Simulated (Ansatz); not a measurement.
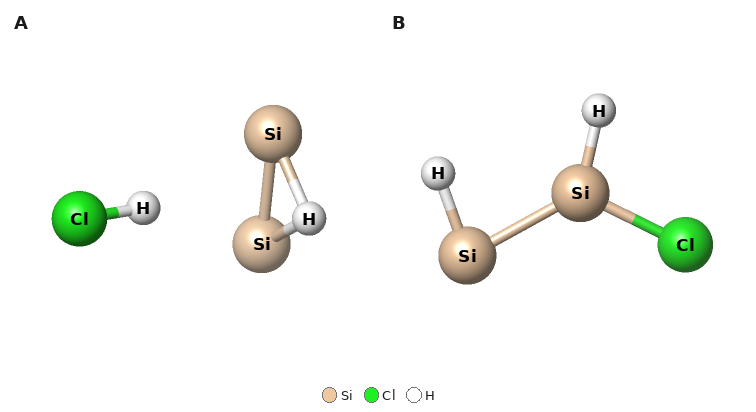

2 stationary structures of one formula. State: neutral, doublet. Geometries: PBE0-D4/def2-TZVP. Electronic energies: UHF-CCSD(T) (frozen core)/def2-TZVPP (Ansatz 0.2.0), without zero-point energy. No frequency run is at hand to confirm each as a minimum.

**Rank them by energy, lowest first.**

B is lowest (Cs); A lies 1.816 eV above it (Cs).
